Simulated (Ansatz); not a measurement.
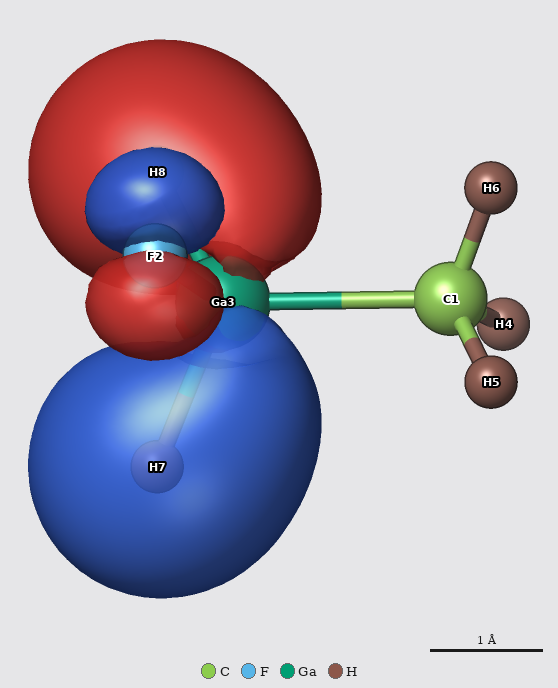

Figure 1: CH$_{5}$FGa (charge −1). The HOMO−1 at ±0.1 Å⁻³ᐟ² (red and blue are the two phases), seen from one side.

Geometry: BLYP-D3(BJ)/def2-SVPD.

Level of theory: Ansatz 0.2.0, isolated molecule in a Gaussian basis; Kohn-Sham density functional theory, functional PBE0.

| atom | x (Å) | y (Å) | z (Å) |
| --- | --- | --- | --- |
| C | 0.6885 | 1.6171 | 0.4971 |
| F | 3.0226 | 1.7741 | 2.5940 |
| Ga | 2.2833 | 0.5968 | 1.2862 |
| H | 0.1678 | 1.0211 | -0.2841 |
| H | 1.0160 | 2.5706 | 0.0315 |
| H | -0.0550 | 1.8643 | 1.2841 |
| H | 3.4694 | 0.3360 | 0.2008 |
| H | 1.8395 | -0.7452 | 2.0956 |

### What is the character of this orbital?

By Hirshfeld shares it lies mainly on Ga3 (about 30 %), H8 (about 30 %), H7 (about 30 %) and F2 (about 10 %). Its energy is −2.48 eV.
